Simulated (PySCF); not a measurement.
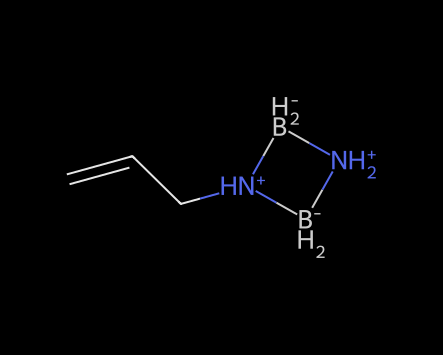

The geometry was computed by an optimisation with GFN2-xTB. No frequency run is at hand to confirm it as a minimum. Method: CAM-B3LYP/def2-SVPD, gas phase (PySCF 2.14.0). Excitations: vertical, linear response.

What does the calculation give?

The species is C₃H₁₂B₂N₂ (`C=CC[NH+]1[BH2-][NH2+][BH2-]1`).
- dipole moment: 0.25 D
- HOMO energy (Kohn–Sham orbital): −9.13 eV
- LUMO energy (Kohn–Sham orbital): 0.86 eV
- HOMO–LUMO gap: 9.99 eV
- mean static polarisability: 82.3 bohr³
- lowest vertical singlet excitation: 7.32 eV
- its oscillator strength: 0.037
- brightest of the 8 lowest singlets: 7.51 eV
- its oscillator strength: 0.29

The geometry is semi-empirical. Around B such bond lengths and angles can be off by a tenth of an ångström or more and by several degrees, and values that hang on the shape move with them.
